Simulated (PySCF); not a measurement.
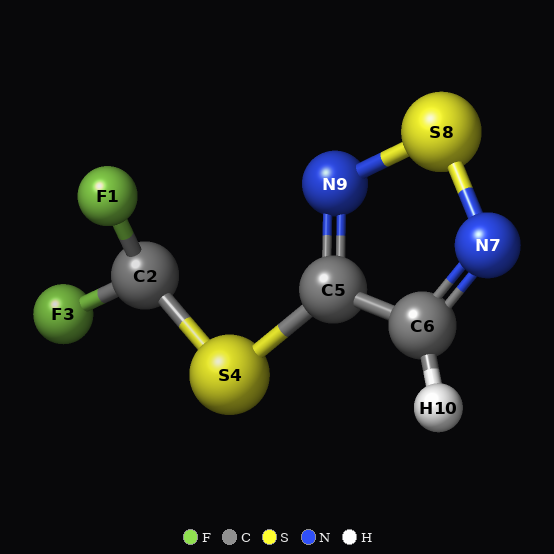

State: neutral, doublet. The computed structure is the end point of a GFN2-xTB optimisation. No frequency run is at hand to confirm it as a minimum. Method: UKS B3LYP, pcH-1 on C F H N S, non-relativistic (PySCF 2.14.0). Fermi-contact and spin-dipolar terms alone, no spin-orbit part.

**Which nucleus has the largest dipolar (anisotropic) hyperfine coupling?**

19F at F1: principal values −214.5, −194.6, 409.1 MHz.

List the isotropic and dipolar parts for the most strongly coupled nuclei, one of each equivalent set.

```csv
atom,isotope,a_iso (MHz),dipolar part (MHz)
F1,19F,256.6,"−214.5, −194.6, 409.1"
F3,19F,186.2,"−208.8, −183.3, 392.1"
C2,13C,473.7,"−72.8, −71.4, 144.2"
S4,33S,4.2,"−19.1, −14.0, 33.1"
C5,13C,12.5,"−3.0, −0.3, 3.4"
S8,33S,0.3,"−1.2, −1.1, 2.3"
N9,14N,1.2,"−1.4, −0.6, 1.9"
H10,1H,0.2,"−1.1, −0.7, 1.9"
```
